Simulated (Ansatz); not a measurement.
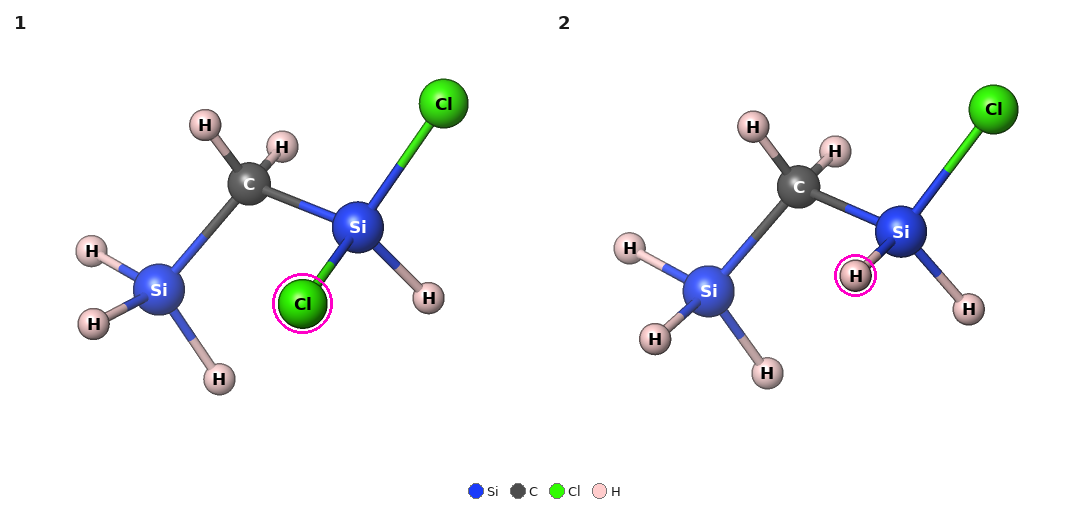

2 molecules with one skeleton, seen from the same side and at one scale; the atom that differs is circled. Charge 0, singlet. Computed geometries: PBE0-D4/def2-TZVP optimisations, one conformation each. Properties computed with Ansatz 0.2.0.

One atom differs, called X below: Cl in panel 1, H in panel 2. Their formulas are CH6Cl2Si2 (`[SiH3]C[SiH](Cl)Cl`), CH7ClSi2 (`[SiH3]C[SiH2]Cl`).

### In which is the HOMO–LUMO gap larger (ωB97M-V/def2-SVP)?

In panel 1 (X = Cl).

### In which is the dipole moment larger (B3LYP-D4/def2-TZVPP)?

In panel 1 (X = Cl).

Give the values. With PBE0-D4/def2-TZVP: length of X–Si (Å), angle X–Si–H (°). With ωB97M-V/def2-SVP: HOMO energy (Kohn–Sham orbital) (eV), HOMO–LUMO gap (eV). With B3LYP-D4/def2-TZVPP: dipole moment (D).

| quantity | 1 (Cl) | 2 (H) | 2 − 1 |
| --- | --- | --- | --- |
| length of X–Si (Å) | 2.049 | 1.483 | −0.566 |
| angle X–Si–H (°) | 107.6 | 109.8 | +2.2 |
| HOMO energy (Kohn–Sham orbital) (eV) | −10.87 | −10.74 | +0.13 |
| HOMO–LUMO gap (eV) | 13.39 | 12.95 | −0.44 |
| dipole moment (D) | 1.71 | 1.30 | −0.41 |
